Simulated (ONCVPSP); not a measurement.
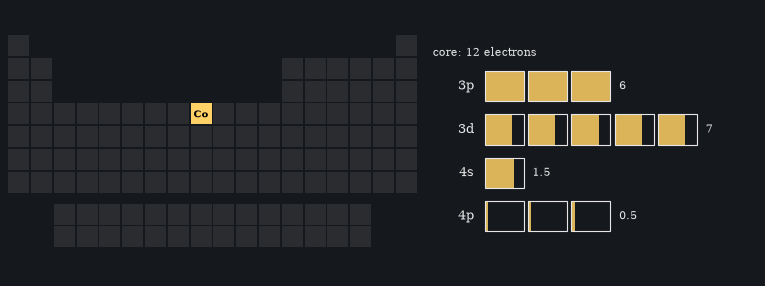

*Left, the place of cobalt in the periodic table; right, the valence shells of the reference configuration: a box for each of the 2l + 1 orbitals, shaded by the share of the shell that is filled, with the electron count at the right. The shells are those of the unaltered input.*

Run report: Co, pseudopotential generation

Cobalt (Co, Z = 27), core [Ne] 3s2, reference valence 3p6 3d7 4s1.5 4p0.5, valence charge 15. (This line and the method describe the unaltered input from which the odd one was made.) Computed at this level: ONCV potential, PBE, non-relativistic, made with ONCVPSP 4.0.1.

### Input file
```
# ATOM AND REFERENCE CONFIGURATION
# atsym  z   nc   nv     iexc    psfile
  Co 27.00    4    4        4      upf
#
#   n    l    f
    1    0    2.00
    2    0    2.00
    2    1    6.00
    3    0    2.00
    3    1    6.00
    3    2    7.00
    4    0    1.50
    4    1    0.50
#
# PSEUDOPOTENTIAL AND OPTIMIZATION
# lmax
    2
#
#   l,   rc,      ep,       ncon, nbas, qcut
    0    1.80    0.00    5   10    3.60
    1    1.50    0.00    4    9    9.40
    2    1.10    0.00    4    9   18.00
#
# LOCAL POTENTIAL
# lloc, lpopt,  rc(5),   dvloc0
    4    4    0.75    4.00
#
# VANDERBILT-KLEINMAN-BYLANDER PROJECTORs
# l, nproj, debl
    0    1    1.10
    1    2    0.50
    2    2    3.90
#
# MODEL CORE CHARGE
# icmod, fcfact, rcfact
    0    0.00    0.00
#
# LOG DERIVATIVE ANALYSIS
# epsh1, epsh2, depsh
   -4.00    5.00    0.02
#
# OUTPUT GRID
# rlmax, drl
    6.00    0.01
#
# TEST CONFIGURATIONS
# ncnf
    4
# nvcnf
#   n    l    f
    4
    3    1    6.00
    3    2    7.00
    4    0    2.00
    4    1    0.00
#
    4
    3    1    6.00
    3    2    7.00
    4    0    1.00
    4    1    0.00
#
    4
    3    1    6.00
    3    2    7.00
    4    0    0.00
    4    1    0.00
#
    4
    3    1    6.00
    3    2    7.00
    4    0    0.00
    4    1    1.00
#
```

The log's header says scalar-relativistic, as this program prints it for non-relativistic runs too.

Run as:
```bash
oncvpspnr.x < Co.dat > Co.out
```

### Log (extracts)
```
ONCVPSP  (Optimized Norm-Conservinng Vanderbilt PSeudopotential)
scalar-relativistic version 4.0.1

#   n    l    f        energy (Ha)
    1    0    2.00    -2.7624025E+02
    2    0    2.00    -3.2480583E+01
    2    1    6.00    -2.8203721E+01
    3    0    2.00    -3.7058916E+00
    3    1    6.00    -2.4274200E+00
    3    2    7.00    -3.4673297E-01
    4    0    1.50    -2.1894048E-01
    4    1    0.50    -6.4285170E-02

Reference configufation results
  iterations    33
  all-electron total energy (Ha)   -1.38231760D+03

Begin loop to  construct optimized pseudo wave functions
and semi-local pseudopoentials for all angular momenta

Calculating optimized projector #   1

 for l=   0

    Fraction of norm inside rc  0.147747
    Optimizing pswf for qcut=   3.60 a_B^-1,  ecut=   6.49 Ha
    Residual kinetic energy error=  1.42D-03 Ha

    Energy error per electron        Cutoff
         Ha          eV             Ha
         0.01000     0.27211        2.71
         0.00100     0.02721       16.41
         0.00010     0.00272       84.63
         0.00001     0.00027       96.10

Calculating optimized projector #   1

 for l=   1

    Fraction of norm inside rc  0.960106
    Optimizing pswf for qcut=   9.40 a_B^-1,  ecut=  44.20 Ha
    Residual kinetic energy error=  9.81D-07 Ha

    Energy error per electron        Cutoff
         Ha          eV             Ha
         0.01000     0.27211       25.41
         0.00100     0.02721       31.55
         0.00010     0.00272       36.49
         0.00001     0.00027       40.36

Calculating optimized projector #   2

 for l=   1

    Fraction of norm inside rc  0.021418
    Optimizing pswf for qcut=   9.40 a_B^-1,  ecut=  44.20 Ha
    Residual kinetic energy error=  1.23D-07 Ha

    Energy error per electron        Cutoff
         Ha          eV             Ha
         0.01000     0.27211       15.53
         0.00100     0.02721       23.80
         0.00010     0.00272       30.69
         0.00001     0.00027       36.34

   Wellstate for l =  2  n =  5
     eigenvalue =   3.5533
     asymptotic potential =   4.0533
     half-point radius =  2.5646

Calculating optimized projector #   1

 for l=   2

    Fraction of norm inside rc  0.635368
    Optimizing pswf for qcut=  18.00 a_B^-1,  ecut= 161.93 Ha
    Residual kinetic energy error=  1.20D-07 Ha

    Energy error per electron        Cutoff
         Ha          eV             Ha
         0.01000     0.27211       79.73
         0.00100     0.02721       98.20
         0.00010     0.00272      113.69
         0.00001     0.00027      126.80

Calculating optimized projector #   2

 for l=   2

    Fraction of norm inside rc  0.072251
    Optimizing pswf for qcut=  18.00 a_B^-1,  ecut= 161.93 Ha
    Residual kinetic energy error=  3.72D-09 Ha

    Energy error per electron        Cutoff
         Ha          eV             Ha
         0.01000     0.27211       77.02
         0.00100     0.02721       98.06
         0.00010     0.00272      115.42
         0.00001     0.00027      130.19

Construct Vanderbilt / Kleinmman-Bylander projectors

B matrix Hermiticity error, ll=   1
   1   2   -1.5785E-09

  Orthonormal projector coefficients  2.3606E+00 -1.5689E+00

B matrix Hermiticity error, ll=   2
   1   2   -6.6014E-09

  Orthonormal projector coefficients -1.7935E+01 -3.5771E+00

Pseudoatom total energy -106.163258

Diagnostic tests using Vanderbilt-Kleinman-Bylander pseudopotentials
  1 or more projectors used as specified by nproj input data

   l    rcore       rmatch      e in        delta e   norm test  slope test

   0   1.8018939   1.8566033  -0.2189405   0.0000000   1.0000000   1.0000000

   1   1.5058780   1.5515998  -2.4274200  -0.0000001   0.9999999   0.9999999
   1   1.5058780   1.5515998  -0.0642852   0.0000000   1.0000000   1.0000000

   2   1.1033030   1.1368017  -0.3467330   0.0000000   1.0000000   1.0000000
   2   1.1033030   1.1368017   3.5532670  -0.0000000   1.0000000   1.0000000

 Testing for bound ghosts
   n   l    E NL Schr. Eq   E Basis Diag.   E Cutoff

       0                       -4.675852    106.50  WARNING - GHOST(-)
   1   0       -0.218940       -0.194554    106.50

   2   1       -2.427420       -2.427414    175.09
   3   1       -0.064285        0.094861    175.09

   3   2       -0.346733       -0.333300    363.87

 Testing for highly-localized positive-energy ghosts
       l    <radius>/rc     E Basis Diag.   E Cutoff

Test configuration 0

   n   l     f        eae           eps        diff
   1   0  2.0000 -276.24024809
   2   0  2.0000  -32.48058321
   2   1  6.0000  -28.20372093
   3   0  2.0000   -3.70589157
   3   1  6.0000   -2.42742003   -2.42742012   -8.68D-08
   3   2  7.0000   -0.34673297   -0.34673297    3.96D-09
   4   0  1.5000   -0.21894048   -0.21894048    2.48D-09
   4   1  0.5000   -0.06428517   -0.06428517    0.00D+00

    Total energies and differences
      AE_ref= -1.38231760D+03  AE_tst= -1.38231760D+03  dif=  0.00D+00
      PS_ref= -1.06163258D+02  PS_tst= -1.06163258D+02  dif= -8.53D-14
      PSP excitation error=  8.53D-14

Test configuration 1

   n   l     f        eae           eps        diff
   1   0  2.0000 -276.20526929
   2   0  2.0000  -32.44736783
   2   1  6.0000  -28.17039218
   3   0  2.0000   -3.67099451
   3   1  6.0000   -2.39245074   -2.39355848   -1.11D-03
   3   2  7.0000   -0.31273191   -0.31358644   -8.55D-04
   4   0  2.0000   -0.19716906   -0.19705705    1.12D-04

    Total energies and differences
      AE_ref= -1.38231760D+03  AE_tst= -1.38239351D+03  dif= -7.59D-02
      PS_ref= -1.06163258D+02  PS_tst= -1.06239126D+02  dif= -7.59D-02
      PSP excitation error= -3.77D-05

Test configuration 2

   n   l     f        eae           eps        diff
   1   0  2.0000 -276.52903046
   2   0  2.0000  -32.76435840
   2   1  6.0000  -28.48796725
   3   0  2.0000   -3.99286044
   3   1  6.0000   -2.71469480   -2.71355562    1.14D-03
   3   2  7.0000   -0.63212794   -0.63126706    8.61D-04
   4   0  1.0000   -0.46177567   -0.46188293   -1.07D-04

    Total energies and differences
      AE_ref= -1.38231760D+03  AE_tst= -1.38206714D+03  dif=  2.50D-01
      PS_ref= -1.06163258D+02  PS_tst= -1.05912801D+02  dif=  2.50D-01
      PSP excitation error=  1.44D-06

Test configuration 3

   n   l     f        eae           eps        diff
   1   0  2.0000 -276.90839006
   2   0  2.0000  -33.13340589
   2   1  6.0000  -28.85789927
   3   0  2.0000   -4.36744668
   3   1  6.0000   -3.08937624   -3.08514398    4.23D-03
   3   2  7.0000   -1.00123828   -0.99799245    3.25D-03

    Total energies and differences
      AE_ref= -1.38231760D+03  AE_tst= -1.38145923D+03  dif=  8.58D-01
      PS_ref= -1.06163258D+02  PS_tst= -1.05304454D+02  dif=  8.59D-01
      PSP excitation error= -4.34D-04

Test configuration 4

   n   l     f        eae           eps        diff
   1   0  2.0000 -276.58503373
   2   0  2.0000  -32.81728873
   2   1  6.0000  -28.54102000
   3   0  2.0000   -4.04893679
   3   1  6.0000   -2.77073099   -2.76713780    3.59D-03
   3   2  7.0000   -0.68579632   -0.68307085    2.73D-03
   4   1  1.0000   -0.30168067   -0.30174735   -6.67D-05

    Total energies and differences
      AE_ref= -1.38231760D+03  AE_tst= -1.38187667D+03  dif=  4.41D-01
      PS_ref= -1.06163258D+02  PS_tst= -1.05721803D+02  dif=  4.41D-01
      PSP excitation error= -5.22D-04
```

### What the run reported

```
                        quantity                          value
                         outcome  generated, with a ghost state
    ghost flags of the generator         1 GHOST(-), 0 GHOST(+)
largest excitation error printed                         14 meV
                        hardware      1 CPU thread, shared host
                       wall time                          6.5 s
```

### What is odd here

This input holds a deliberate oddity: qcut of l = 2 set to 18.00. The program ran to the end. The all-electron atom is untouched: its total energy equals that from the unaltered input (−1382.3176 Ha). The pseudo-atom's total energy moves by −0.11 Ha, so the potential, or the configuration in which it is tested, is another one. The unaltered input has a GHOST(-) flag too. The potential has a bound ghost state, so it can't be used as it stands.
